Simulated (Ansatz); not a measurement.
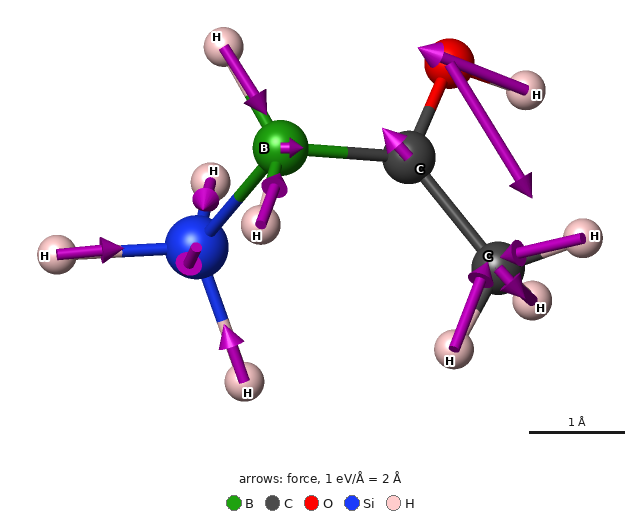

Starting geometry of C2H9BOSi with the computed forces as purple arrows. Style: ball-and-stick. Shown face on.

The start comes from PBE-D4/def2-SVP.

Method: RKS PBE0-D4/def2-TZVP in Ansatz 0.2.0.

Input file:
```yaml
crystal:
  periodic: [false, false, false]
  atoms:
    - {symbol: B, position_ang: [-0.162083, 0.727199, 1.137300]}
    - {symbol: C, position_ang: [-0.757197, -0.333810, 0.234749]}
    - {symbol: C, position_ang: [-1.204376, -0.110365, -1.182061]}
    - {symbol: O, position_ang: [-0.892588, -1.592548, 0.672335]}
    - {symbol: Si, position_ang: [1.725881, 0.373100, 0.337410]}
    - {symbol: H, position_ang: [-0.299914, 1.886783, 0.764044]}
    - {symbol: H, position_ang: [0.021709, 0.452630, 2.313996]}
    - {symbol: H, position_ang: [-0.917589, 0.889833, -1.551895]}
    - {symbol: H, position_ang: [-2.313669, -0.185435, -1.221983]}
    - {symbol: H, position_ang: [-0.793382, -0.882889, -1.871834]}
    - {symbol: H, position_ang: [-1.135335, -2.185950, -0.069928]}
    - {symbol: H, position_ang: [2.664223, 1.298310, 1.070417]}
    - {symbol: H, position_ang: [1.845692, 0.678398, -1.138693]}
    - {symbol: H, position_ang: [2.205728, -1.044556, 0.534844]}
basis:
  gaussian: {orbitals: def2-TZVP}
hamiltonian: {xc: pbe0, dispersion: d4}
relax: {f_tol: 0.005, max_steps: 150}
```

Launched with:
```bash
ansatz run in.yaml --threads 4 --pin off --events-out ev --progress --plain --max-ram 10444MiB
```

Q: What follows when this structure is relaxed?

A: It isn't relaxed: the largest force vector, on O4, is 0.83 eV/Å. The final displacements follow the starting forces only in part (cosine between the two patterns 0.31). Over 9 geometry steps the energy falls by 5.46 kJ/mol. Largest force component: 0.82 eV/Å at the start, 0.003 eV/Å at the end. H10 moves most after the best rigid fit: 0.093 Å. By element the largest moves are H 0.093 Å, Si 0.062 Å, C 0.041 Å, O 0.028 Å, B 0.024 Å. Among the contacts that change: Si5–H12 1.508 → 1.487 Å, B1–H6 1.226 → 1.205 Å, B1–C2 1.515 → 1.494 Å, B1–H7 1.222 → 1.202 Å. Among the angles between lasting bonds that change: C2–B1–Si5 90.5° → 87.7°. The run took 41 s on 4 threads of Arm Neoverse V2, on a shared host.
